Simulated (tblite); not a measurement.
## Geometry relaxation, with input and output: C4H11GeO (charge −1)

C4H11GeO, charge −1, SMILES CCCO[CH2][GeH2-], computed with GFN2-xTB geometry optimisation, gas phase (tblite 0.8.0).

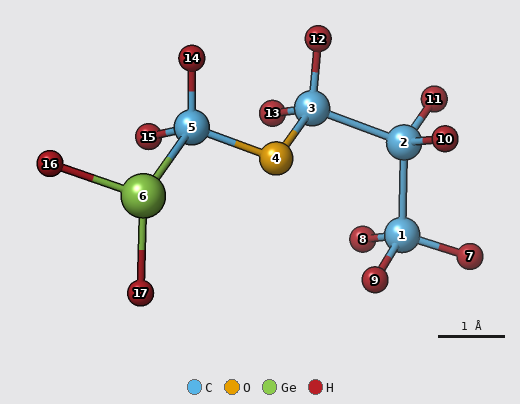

Figure 1. The input geometry (ball-and-stick view, seen at a tilt; atoms are numbered from 1 in the order of the input). Sticks mark near contacts. Bond lengths as drawn: C–C 1.51 to 1.54 Å, C–Ge 1.94 Å, C–H 1.10 to 1.12 Å, C–O 1.41 Å and Ge–H 1.55 Å.

**The input**
```
{"job": {"xc": "GFN2-xTB", "basis": "xTB", "kind": "relax"}, "charge": -1, "multiplicity": 1}
C     -2.221700     0.594700    -0.596300
C     -1.855900    -0.375100     0.505900
C     -0.409100    -0.894800     0.363000
O      0.487300     0.188700     0.503300
C      1.804300    -0.293900     0.354200
Ge     3.030800     1.196000     0.562900
H     -3.281400     0.928500    -0.461200
H     -2.132500     0.112700    -1.584000
H     -1.569700     1.490400    -0.564800
H     -1.965400     0.120800     1.506000
H     -2.552500    -1.245600     0.486200
H     -0.246900    -1.664300     1.147200
H     -0.318600    -1.366200    -0.632600
H      2.060900    -1.057500     1.112700
H      1.953500    -0.700500    -0.671800
H      4.486800     0.694300     0.389800
H      2.723100     2.283900    -0.493700
```

The first line tells a small driver script what to run in tblite; the rest is the geometry in Å.

Hardware: 1 CPU thread, shared host.

Run as:
```bash
OMP_NUM_THREADS=1 python <driver script> task.json out
```

**The program's output**
```
step      E/eV     max force
  0    -552.05363    5.729
  1    -552.66107    4.293
  2    -553.34045    1.044
  3    -553.41241    0.458
  4    -553.42955    0.246
  5    -553.43757    0.318
  6    -553.44550    0.306
  7    -553.45288    0.250
  8    -553.46198    0.276
  9    -553.47135    0.360
 10    -553.47974    0.330
 11    -553.48548    0.190
 12    -553.48924    0.120
 13    -553.49147    0.096
 14    -553.49271    0.102
 15    -553.49359    0.076
 16    -553.49444    0.070
 17    -553.49542    0.083
 18    -553.49665    0.103
 19    -553.49814    0.103
 20    -553.49968    0.080
 21    -553.50094    0.076
 22    -553.50184    0.070
 23    -553.50258    0.072
 24    -553.50333    0.076
 25    -553.50415    0.073
 26    -553.50500    0.066
 27    -553.50579    0.067
 28    -553.50646    0.059
 29    -553.50703    0.047
 30    -553.50757    0.053
 31    -553.50812    0.055
 32    -553.50868    0.065
 33    -553.50919    0.053
 34    -553.50960    0.042
 35    -553.50994    0.038
 36    -553.51021    0.039
 37    -553.51044    0.036
 38    -553.51062    0.032
 39    -553.51078    0.025
 40    -553.51093    0.028
 41    -553.51109    0.028
 42    -553.51121    0.024
 43    -553.51128    0.024
 44    -553.51134    0.020
 45    -553.51141    0.021
 46    -553.51151    0.027
 47    -553.51163    0.026
 48    -553.51175    0.030
 49    -553.51187    0.031
 50    -553.51200    0.031
 51    -553.51217    0.043
 52    -553.51235    0.043
 53    -553.51250    0.029
 54    -553.51261    0.021
 55    -553.51271    0.025
 56    -553.51279    0.027
 57    -553.51286    0.026
 58    -553.51292    0.022
 59    -553.51301    0.029
 60    -553.51313    0.031
 61    -553.51324    0.028
 62    -553.51333    0.023
 63    -553.51340    0.022
 64    -553.51347    0.027
 65    -553.51356    0.023
 66    -553.51363    0.015
 67    -553.51367    0.015
 68    -553.51371    0.015
 69    -553.51375    0.016
 70    -553.51380    0.016
 71    -553.51384    0.013
 72    -553.51387    0.014
 73    -553.51390    0.017
 74    -553.51394    0.015
 75    -553.51398    0.015
 76    -553.51401    0.018
 77    -553.51405    0.018
 78    -553.51410    0.021
 79    -553.51416    0.018
 80    -553.51421    0.013
 81    -553.51423    0.014
 82    -553.51426    0.017
 83    -553.51430    0.018
 84    -553.51436    0.023
 85    -553.51445    0.025
 86    -553.51453    0.020
 87    -553.51461    0.025
 88    -553.51469    0.027
 89    -553.51477    0.021
 90    -553.51482    0.014
 91    -553.51485    0.011
 92    -553.51487    0.012
 93    -553.51490    0.014
 94    -553.51494    0.017
 95    -553.51498    0.017
 96    -553.51501    0.013
 97    -553.51502    0.009
 98    -553.51505    0.011
 99    -553.51507    0.010
100    -553.51508    0.008
101    -553.51509    0.009
102    -553.51510    0.010
103    -553.51512    0.010
104    -553.51513    0.009
105    -553.51514    0.007
106    -553.51515    0.006
107    -553.51516    0.006
108    -553.51516    0.006
109    -553.51517    0.006
110    -553.51518    0.005
111    -553.51518    0.006
112    -553.51519    0.007
113    -553.51520    0.008
114    -553.51521    0.008
115    -553.51522    0.007
116    -553.51523    0.008
117    -553.51524    0.009
118    -553.51525    0.008
119    -553.51526    0.005
120    -553.51526    0.004
121    -553.51527    0.004
122    -553.51527    0.004
123    -553.51527    0.003
124    -553.51527    0.003
```

**Trajectory as extended XYZ (Å, eV, eV/Å), 12 frames, from step=0 to step=124**
```
17
Properties=species:S:1:pos:R:3:forces:R:3 step=0 energy=-552.05363
C    -2.2217    0.5947   -0.5963   -0.5370   0.6720  -0.2260
C    -1.8559   -0.3751    0.5059   -0.1180  -0.3020   0.7570
C    -0.4091   -0.8948    0.3630   -0.7080   0.9530   0.2920
O     0.4873    0.1887    0.5033   -0.2130  -1.3690  -0.0730
C     1.8043   -0.2939    0.3542    0.5630  -0.4100  -1.6320
Ge    3.0308    1.1960    0.5629   -0.2610   2.8310   4.9740
H    -3.2814    0.9285   -0.4612    0.7600  -0.1780  -0.1900
H    -2.1325    0.1127   -1.5840   -0.0060   0.2500   0.3910
H    -1.5697    1.4904   -0.5648   -0.3260  -0.6420  -0.0340
H    -1.9654    0.1208    1.5060    0.1450  -0.3460  -0.7820
H    -2.5525   -1.2456    0.4862    0.3700   0.4020   0.0270
H    -0.2469   -1.6643    1.1472    0.2080   0.1220  -0.2100
H    -0.3186   -1.3662   -0.6326    0.2140  -0.0400   0.0930
H     2.0609   -1.0575    1.1127   -0.2860  -0.0490  -0.3800
H     1.9535   -0.7005   -0.6718   -0.5440  -0.7510   0.3010
H     4.4868    0.6943    0.3898    0.5350  -0.7760  -1.5610
H     2.7231    2.2839   -0.4937    0.2040  -0.3650  -1.7460
17
Properties=species:S:1:pos:R:3:forces:R:3 step=11 energy=-553.48548
C    -2.2365    0.5997   -0.5927    0.0320  -0.0040  -0.0180
C    -1.8650   -0.3773    0.5120    0.0380  -0.0540   0.0170
C    -0.4331   -0.8903    0.3611    0.0930  -0.0450   0.0010
O     0.4806    0.1437    0.5131    0.0140   0.0890   0.0610
C     1.8415   -0.2575    0.3579   -0.0080   0.0310  -0.0440
Ge    2.9788    1.4053    0.8746    0.0760  -0.0620   0.1120
H    -3.2596    0.9539   -0.4823   -0.0490   0.0140   0.0540
H    -2.1399    0.1279   -1.5667    0.0130  -0.0460  -0.0690
H    -1.5612    1.4467   -0.5549    0.0700   0.0570  -0.0180
H    -1.9510    0.1204    1.4778    0.0090   0.0270   0.0590
H    -2.5378   -1.2380    0.5068   -0.0870  -0.0470  -0.0120
H    -0.2379   -1.6735    1.1219   -0.0520  -0.0620   0.0450
H    -0.3121   -1.3806   -0.6249   -0.0110   0.0340  -0.0650
H     2.0447   -1.1102    1.0341   -0.0120   0.0560   0.1320
H     1.9893   -0.6638   -0.6502   -0.0070   0.0550  -0.1820
H     4.3894    0.6574    0.2443   -0.0750  -0.0050   0.0430
H     2.8029    2.1479   -0.6049   -0.0440  -0.0370  -0.1170
17
Properties=species:S:1:pos:R:3:forces:R:3 step=22 energy=-553.50184
C    -2.2167    0.5942   -0.5922   -0.0240   0.0190  -0.0110
C    -1.8589   -0.3873    0.5137   -0.0320  -0.0140   0.0140
C    -0.4293   -0.8992    0.3637    0.0140   0.0180   0.0060
O     0.4630    0.1482    0.5568    0.0470  -0.0300   0.0250
C     1.8267   -0.2207    0.3631    0.0550  -0.0240   0.0050
Ge    2.9762    1.4215    0.8726   -0.0140  -0.0050  -0.0200
H    -3.2335    0.9615   -0.4577   -0.0070   0.0550  -0.0330
H    -2.1429    0.1143   -1.5667   -0.0170  -0.0130  -0.0010
H    -1.5240    1.4304   -0.5717    0.0130  -0.0090   0.0170
H    -1.9378    0.1110    1.4819   -0.0090   0.0040   0.0000
H    -2.5505   -1.2343    0.5028   -0.0150  -0.0520   0.0050
H    -0.2466   -1.7065    1.1033    0.0260  -0.0150   0.0110
H    -0.2934   -1.3500   -0.6385    0.0020   0.0020  -0.0310
H     2.0594   -1.0747    1.0290   -0.0190  -0.0110   0.0030
H     1.9681   -0.5935   -0.6636   -0.0530   0.0320   0.0330
H     4.3452    0.6095    0.2784    0.0030   0.0070   0.0180
H     2.7879    2.0876   -0.6482    0.0310   0.0350  -0.0420
17
Properties=species:S:1:pos:R:3:forces:R:3 step=33 energy=-553.50919
C    -2.2115    0.5886   -0.5914    0.0050  -0.0080   0.0240
C    -1.8688   -0.4002    0.5170   -0.0020   0.0010  -0.0200
C    -0.4312   -0.8983    0.3725   -0.0100  -0.0280  -0.0110
O     0.4546    0.1429    0.6208    0.0340  -0.0380  -0.0140
C     1.8162   -0.2081    0.3777    0.0420   0.0100   0.0050
Ge    2.9662    1.4473    0.8483   -0.0260   0.0170  -0.0140
H    -3.2099    1.0048   -0.4565    0.0100  -0.0060   0.0160
H    -2.1663    0.1024   -1.5659    0.0010   0.0090   0.0400
H    -1.4830    1.3950   -0.5740   -0.0070  -0.0120  -0.0190
H    -1.9555    0.0941    1.4872   -0.0170  -0.0060  -0.0210
H    -2.5517   -1.2557    0.4999   -0.0100   0.0110  -0.0190
H    -0.2496   -1.7377    1.0782   -0.0110   0.0210  -0.0030
H    -0.2763   -1.3038   -0.6477   -0.0140   0.0090   0.0160
H     2.0760   -1.0757    1.0151   -0.0060   0.0210   0.0180
H     1.9254   -0.5554   -0.6597   -0.0350   0.0120  -0.0120
H     4.3351    0.5922    0.3230    0.0170   0.0110  -0.0060
H     2.8231    2.0798   -0.7179    0.0290  -0.0250   0.0210
17
Properties=species:S:1:pos:R:3:forces:R:3 step=45 energy=-553.51141
C    -2.2084    0.5892   -0.5869   -0.0050   0.0030   0.0030
C    -1.8738   -0.4064    0.5158    0.0080  -0.0090   0.0030
C    -0.4351   -0.9034    0.3767    0.0130   0.0100   0.0040
O     0.4513    0.1345    0.6424   -0.0030   0.0190  -0.0050
C     1.8141   -0.1996    0.3777   -0.0050  -0.0100  -0.0080
Ge    2.9593    1.4639    0.8345   -0.0070   0.0130  -0.0060
H    -3.1970    1.0228   -0.4399   -0.0060   0.0040   0.0050
H    -2.1835    0.0987   -1.5589   -0.0030   0.0120  -0.0050
H    -1.4661    1.3826   -0.5821    0.0040  -0.0020   0.0020
H    -1.9721    0.0788    1.4889   -0.0010  -0.0070  -0.0050
H    -2.5575   -1.2606    0.4811   -0.0020  -0.0010   0.0040
H    -0.2580   -1.7506    1.0717   -0.0090  -0.0080   0.0170
H    -0.2765   -1.2935   -0.6474    0.0020  -0.0120  -0.0130
H     2.0934   -1.0628    1.0111   -0.0030  -0.0090   0.0060
H     1.9024   -0.5439   -0.6626    0.0130   0.0000  -0.0070
H     4.3403    0.6059    0.3464    0.0020  -0.0040   0.0130
H     2.8602    2.0564   -0.7421    0.0010   0.0010  -0.0040
17
Properties=species:S:1:pos:R:3:forces:R:3 step=56 energy=-553.51279
C    -2.2110    0.5961   -0.5792    0.0010   0.0050  -0.0010
C    -1.8756   -0.4156    0.5086   -0.0050   0.0030   0.0050
C    -0.4355   -0.9106    0.3747    0.0000   0.0060   0.0060
O     0.4484    0.1334    0.6255   -0.0030   0.0190  -0.0050
C     1.8139   -0.1965    0.3684    0.0070   0.0010  -0.0070
Ge    2.9403    1.4834    0.8186   -0.0010   0.0080  -0.0050
H    -3.1902    1.0430   -0.4101   -0.0040  -0.0010  -0.0030
H    -2.2092    0.1200   -1.5586    0.0050  -0.0020   0.0000
H    -1.4569    1.3781   -0.5749    0.0070   0.0040   0.0020
H    -1.9786    0.0580    1.4868    0.0010  -0.0040   0.0060
H    -2.5586   -1.2700    0.4626    0.0030  -0.0010   0.0000
H    -0.2633   -1.7442    1.0870    0.0190  -0.0190   0.0050
H    -0.2729   -1.3195   -0.6413   -0.0090   0.0010  -0.0140
H     2.0962   -1.0545    1.0069   -0.0090  -0.0030   0.0060
H     1.9121   -0.5418   -0.6705   -0.0050  -0.0150  -0.0040
H     4.3449    0.6181    0.4013   -0.0120   0.0010   0.0060
H     2.8890    2.0348   -0.7792    0.0050  -0.0030   0.0040
17
Properties=species:S:1:pos:R:3:forces:R:3 step=67 energy=-553.51367
C    -2.2082    0.6007   -0.5691   -0.0030   0.0050   0.0010
C    -1.8760   -0.4220    0.5102   -0.0050   0.0000  -0.0070
C    -0.4349   -0.9117    0.3690   -0.0050  -0.0020  -0.0010
O     0.4440    0.1402    0.6000   -0.0020   0.0000  -0.0070
C     1.8105   -0.1945    0.3564    0.0040   0.0040   0.0020
Ge    2.9173    1.4976    0.8024    0.0130   0.0070  -0.0020
H    -3.1831    1.0543   -0.3934   -0.0100  -0.0030  -0.0030
H    -2.2132    0.1323   -1.5524    0.0020  -0.0060   0.0080
H    -1.4479    1.3768   -0.5630    0.0040   0.0000   0.0120
H    -1.9830    0.0393    1.4942    0.0090   0.0020  -0.0100
H    -2.5568   -1.2771    0.4526   -0.0030  -0.0030   0.0020
H    -0.2466   -1.7373    1.0873   -0.0070  -0.0070  -0.0050
H    -0.2813   -1.3298   -0.6456   -0.0030   0.0060   0.0010
H     2.0862   -1.0426    1.0110    0.0000   0.0010   0.0020
H     1.9140   -0.5583   -0.6761    0.0020  -0.0020   0.0030
H     4.3325    0.6292    0.4489    0.0050   0.0010   0.0040
H     2.9194    2.0150   -0.8058    0.0000  -0.0030  -0.0030
17
Properties=species:S:1:pos:R:3:forces:R:3 step=78 energy=-553.51410
C    -2.2109    0.6021   -0.5627    0.0000   0.0060   0.0020
C    -1.8784   -0.4251    0.5113    0.0100  -0.0070  -0.0060
C    -0.4376   -0.9134    0.3602    0.0070  -0.0020   0.0010
O     0.4398    0.1420    0.5854    0.0030  -0.0100  -0.0050
C     1.8097   -0.1914    0.3550   -0.0120  -0.0070   0.0040
Ge    2.9132    1.5078    0.7912   -0.0010   0.0010   0.0050
H    -3.1878    1.0524   -0.3904   -0.0090  -0.0040   0.0030
H    -2.2084    0.1385   -1.5482    0.0020   0.0040   0.0050
H    -1.4508    1.3782   -0.5446   -0.0040   0.0120  -0.0110
H    -1.9790    0.0339    1.4970    0.0010  -0.0070  -0.0080
H    -2.5597   -1.2798    0.4533   -0.0040  -0.0030   0.0060
H    -0.2436   -1.7392    1.0772    0.0000   0.0080  -0.0090
H    -0.2905   -1.3316   -0.6560    0.0010   0.0130   0.0170
H     2.0811   -1.0316    1.0215    0.0070   0.0020  -0.0020
H     1.9213   -0.5667   -0.6727    0.0020  -0.0010   0.0070
H     4.3357    0.6356    0.4732   -0.0040  -0.0020   0.0000
H     2.9390    2.0003   -0.8239    0.0010  -0.0040  -0.0070
17
Properties=species:S:1:pos:R:3:forces:R:3 step=90 energy=-553.51482
C    -2.2242    0.6087   -0.5515   -0.0020  -0.0010   0.0020
C    -1.8765   -0.4277    0.5087    0.0110  -0.0070   0.0010
C    -0.4356   -0.9113    0.3441    0.0080  -0.0040  -0.0020
O     0.4410    0.1437    0.5736    0.0010  -0.0110  -0.0010
C     1.8137   -0.1912    0.3615   -0.0120  -0.0010  -0.0010
Ge    2.9031    1.5260    0.7639    0.0020  -0.0030   0.0050
H    -3.2124    1.0328   -0.3770   -0.0090   0.0020   0.0000
H    -2.2068    0.1580   -1.5426   -0.0030   0.0050  -0.0040
H    -1.4839    1.4032   -0.5218    0.0050  -0.0020   0.0000
H    -1.9702    0.0195    1.5003   -0.0070   0.0040  -0.0030
H    -2.5571   -1.2829    0.4475    0.0070  -0.0070   0.0020
H    -0.2368   -1.7438    1.0520    0.0030   0.0140  -0.0020
H    -0.2928   -1.3205   -0.6760    0.0000   0.0100   0.0040
H     2.0841   -1.0154    1.0482   -0.0070   0.0090  -0.0050
H     1.9356   -0.5879   -0.6568   -0.0020   0.0000   0.0040
H     4.3312    0.6413    0.5226    0.0070   0.0010  -0.0010
H     2.9806    1.9595   -0.8700   -0.0030  -0.0100   0.0010
17
Properties=species:S:1:pos:R:3:forces:R:3 step=101 energy=-553.51509
C    -2.2319    0.6097   -0.5474   -0.0010   0.0040   0.0020
C    -1.8754   -0.4302    0.5068   -0.0010   0.0010  -0.0010
C    -0.4329   -0.9063    0.3373    0.0010   0.0000  -0.0010
O     0.4415    0.1493    0.5682    0.0000   0.0020   0.0030
C     1.8142   -0.1894    0.3643    0.0010   0.0020   0.0010
Ge    2.9031    1.5307    0.7537    0.0000  -0.0030  -0.0010
H    -3.2237    1.0245   -0.3697   -0.0050  -0.0020  -0.0020
H    -2.2101    0.1684   -1.5427   -0.0040  -0.0040   0.0070
H    -1.4984    1.4103   -0.5109    0.0050   0.0000  -0.0020
H    -1.9705    0.0140    1.4997   -0.0020  -0.0040   0.0000
H    -2.5501   -1.2900    0.4447   -0.0010   0.0020  -0.0030
H    -0.2293   -1.7400    1.0417    0.0030   0.0000   0.0040
H    -0.2913   -1.3109   -0.6845    0.0000  -0.0010  -0.0060
H     2.0803   -1.0078    1.0592   -0.0060   0.0000   0.0020
H     1.9381   -0.5966   -0.6496    0.0040   0.0040   0.0010
H     4.3351    0.6438    0.5415    0.0020  -0.0020  -0.0030
H     2.9943    1.9324   -0.8855    0.0030   0.0020  -0.0010
17
Properties=species:S:1:pos:R:3:forces:R:3 step=112 energy=-553.51519
C    -2.2361    0.6099   -0.5453    0.0000   0.0000  -0.0010
C    -1.8758   -0.4316    0.5061   -0.0050   0.0030  -0.0040
C    -0.4319   -0.9030    0.3347   -0.0030   0.0030  -0.0010
O     0.4410    0.1540    0.5651   -0.0010   0.0060   0.0030
C     1.8140   -0.1869    0.3675    0.0050   0.0030   0.0000
Ge    2.9077    1.5316    0.7510    0.0020  -0.0020  -0.0040
H    -3.2287    1.0228   -0.3664    0.0040  -0.0040   0.0020
H    -2.2155    0.1684   -1.5405   -0.0020   0.0030   0.0020
H    -1.5034    1.4115   -0.5099   -0.0010  -0.0030   0.0000
H    -1.9733    0.0077    1.5010   -0.0010  -0.0020  -0.0050
H    -2.5474   -1.2936    0.4392    0.0000   0.0010   0.0040
H    -0.2252   -1.7363    1.0386    0.0020  -0.0030   0.0020
H    -0.2905   -1.3061   -0.6877    0.0000  -0.0040  -0.0050
H     2.0748   -1.0045    1.0653    0.0030   0.0010   0.0050
H     1.9422   -0.5961   -0.6448   -0.0010  -0.0020  -0.0030
H     4.3382    0.6401    0.5437   -0.0020  -0.0040   0.0010
H     3.0028    1.9240   -0.8911    0.0000   0.0040   0.0030
17
Properties=species:S:1:pos:R:3:forces:R:3 step=124 energy=-553.51527
C    -2.2404    0.6092   -0.5444    0.0000   0.0000   0.0000
C    -1.8763   -0.4335    0.5043    0.0020   0.0000   0.0000
C    -0.4310   -0.9005    0.3320    0.0000   0.0000  -0.0010
O     0.4399    0.1587    0.5610   -0.0010  -0.0010   0.0000
C     1.8140   -0.1827    0.3696   -0.0020  -0.0020   0.0000
Ge    2.9142    1.5318    0.7493    0.0010   0.0010  -0.0010
H    -3.2327    1.0205   -0.3613    0.0000   0.0000   0.0000
H    -2.2227    0.1700   -1.5407    0.0000  -0.0010   0.0000
H    -1.5081    1.4110   -0.5095   -0.0010   0.0000   0.0000
H    -1.9750    0.0037    1.4999    0.0010   0.0000   0.0000
H    -2.5454   -1.2974    0.4367    0.0010   0.0010   0.0010
H    -0.2215   -1.7329    1.0363    0.0000   0.0010   0.0000
H    -0.2895   -1.3045   -0.6903    0.0010   0.0000   0.0000
H     2.0729   -0.9960    1.0731   -0.0010   0.0000   0.0010
H     1.9452   -0.5980   -0.6399   -0.0010   0.0000  -0.0010
H     4.3379    0.6295    0.5431    0.0000   0.0000   0.0010
H     3.0115    1.9233   -0.8925    0.0000   0.0010   0.0010
```

**Summary**

```json
{"quantity": "outcome", "value": "converged"}
{"quantity": "total energy", "value": "−553.5153 eV"}
{"quantity": "wall time", "value": "1.4 s"}
{"quantity": "peak memory", "value": "0.18 GiB"}
```
